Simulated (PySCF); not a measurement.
Frequency calculation of InBr

InBr, computed with RHF/sbkjc, frequency (PySCF 2.14.0).

Some settings of this run were made unusual or wrong on purpose.

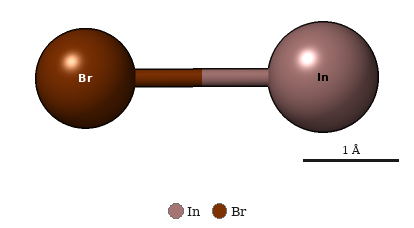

*The structure as given in the input (ball-and-stick view, seen on its broad side). Sticks mark near contacts.*

**Input**
```python
from pyscf import gto, scf
from pyscf.hessian import thermo

mol = gto.M(
    atom='In 0 0 0; Br 0 0 2.505',
    basis='sbkjc',
    ecp={'In': 'sbkjc', 'Br': 'sbkjc'},
    charge=0,
    spin=0,
    verbose=4,
)
mf = scf.RHF(mol)
mf = mf.density_fit(auxbasis='weigend')
mf.kernel()
hess = mf.Hessian().kernel()
print('wavenumber (cm^-1) =', thermo.harmonic_analysis(mol, hess)['freq_wavenumber'].round(1))
mf.dip_moment()
print('orbital energies (hartree):', mf.mo_energy[..., max(0, mol.nelec[1]-3):mol.nelec[0]+3].round(4))
```

Run as:
```bash
OMP_NUM_THREADS=1 python input.py
```

**What the program printed**
```
PySCF version 2.14.0

[INPUT] verbose = 4
[INPUT] num. atoms = 2
[INPUT] num. electrons = 28
[INPUT] charge = 0
[INPUT] spin (= nelec alpha-beta = 2S) = 0
[INPUT] symmetry False subgroup None
[INPUT] Mole.unit = angstrom
[INPUT] Symbol           X                Y                Z      unit          X                Y                Z       unit  Magmom
[INPUT]  1 In     0.000000000000   0.000000000000   0.000000000000 AA    0.000000000000   0.000000000000   0.000000000000 Bohr   0.0
[INPUT]  2 Br     0.000000000000   0.000000000000   2.505000000000 AA    0.000000000000   0.000000000000   4.733763942035 Bohr   0.0

nuclear repulsion = 31.0535129761437
number of shells = 15
number of NR pGTOs = 77
number of NR cGTOs = 39
basis = sbkjc
ecp = {'In': 'sbkjc', 'Br': 'sbkjc'}

******** <class 'pyscf.df.df_jk.DFRHF'> ********
method = DFRHF
initial guess = minao
damping factor = 0
level_shift factor = 0
DIIS = <class 'pyscf.scf.diis.CDIIS'>
diis_start_cycle = 1
diis_space = 8
diis_damp = 0
SCF conv_tol = 1e-09
SCF conv_tol_grad = None
SCF max_cycles = 50
direct_scf = False
Set gradient conv threshold to 3.16228e-05
Initial guess from minao.
******** <class 'pyscf.df.df.DF'> ********
auxbasis = weigend
init E= -166.282416650965
  HOMO = 0.255733779511328  LUMO = 0.258796731196233  gap/eV = 0.08335
cycle= 1 E= -180.762387780272  delta_E= -14.5  |g|=  9.1  |ddm|= 13.2
  HOMO = -1.20831078847561  LUMO = -0.802387505512637  gap/eV = 11.04574
cycle= 2 E= -179.75596020411  delta_E= 1.01  |g|= 9.86  |ddm|=   16
  HOMO = -0.526941017063038  LUMO = -0.168226175235065  gap/eV = 9.76113
cycle= 3 E= -197.988398572724  delta_E= -18.2  |g|= 2.13  |ddm|= 9.64
  HOMO = -0.164563668561469  LUMO = -0.0705340721047249  gap/eV = 2.55868
cycle= 4 E= -197.769841456091  delta_E= 0.219  |g|= 1.66  |ddm|= 3.22
  HOMO = -0.3426406709507  LUMO = -0.0056759301771182  gap/eV = 9.16928
cycle= 5 E= -198.791998759039  delta_E= -1.02  |g|= 0.364  |ddm|= 1.88
  HOMO = -0.329628102640713  LUMO = 0.0410789739066187  gap/eV = 10.08745
cycle= 6 E= -198.820825912934  delta_E= -0.0288  |g|= 0.0297  |ddm|= 0.53
  HOMO = -0.329485667734651  LUMO = 0.0349831962055922  gap/eV = 9.91770
cycle= 7 E= -198.821519303542  delta_E= -0.000693  |g|= 0.011  |ddm|= 0.08
  HOMO = -0.331667876564237  LUMO = 0.0335571717702334  gap/eV = 9.93828
cycle= 8 E= -198.821630930276  delta_E= -0.000112  |g|= 0.00202  |ddm|= 0.0448
  HOMO = -0.330948397645797  LUMO = 0.033956718239846  gap/eV = 9.92957
cycle= 9 E= -198.821634688202  delta_E= -3.76e-06  |g|= 0.000553  |ddm|= 0.00667
  HOMO = -0.330800580492635  LUMO = 0.0340198103623586  gap/eV = 9.92727
cycle= 10 E= -198.821635080831  delta_E= -3.93e-07  |g|= 7.44e-05  |ddm|= 0.00267
  HOMO = -0.33081036480363  LUMO = 0.0340212198119403  gap/eV = 9.92757
cycle= 11 E= -198.821635084514  delta_E= -3.68e-09  |g|= 1.12e-05  |ddm|= 0.000203
  HOMO = -0.330808219617157  LUMO = 0.0340199757558448  gap/eV = 9.92748
cycle= 12 E= -198.821635084587  delta_E= -7.3e-11  |g|= 1.08e-06  |ddm|= 2.72e-05
  HOMO = -0.330808165432594  LUMO = 0.0340199992431407  gap/eV = 9.92748
```

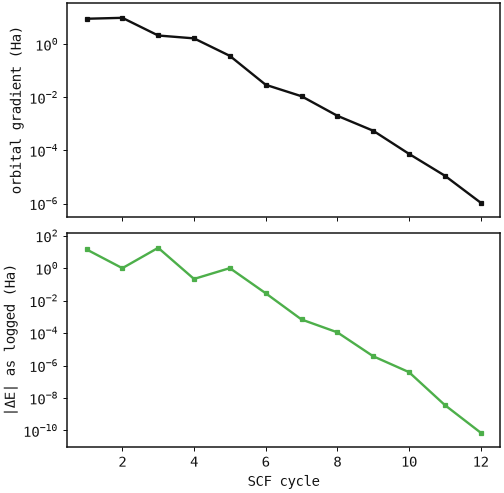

*Convergence of the self-consistent field: orbital gradient and size of the energy change against the SCF cycle.*

The residual falls almost steadily, with no more than small rises.

```
Extra cycle  E= -198.821635084588  delta_E= -9.38e-13  |g|= 3.9e-07  |ddm|= 2.65e-06
converged SCF energy = -198.821635084588
wavenumber (cm^-1) = [165.6]
Dipole moment(X, Y, Z, Debye): -0.00000,  0.00000, -4.13852
orbital energies (hartree): [-0.3897 -0.3897 -0.3308  0.034   0.034   0.1205]
```

**What the run reported**

- outcome: converged
- SCF energy: −198.821635 hartree
- dipole moment: 4.14 D
- hardware: 1 CPU thread, shared host
- wall time: 4.4 s

**Diagnosis**

Some settings of this run were drawn to be unusual or wrong. It converged; results that depend on the unusual settings are not reference values.
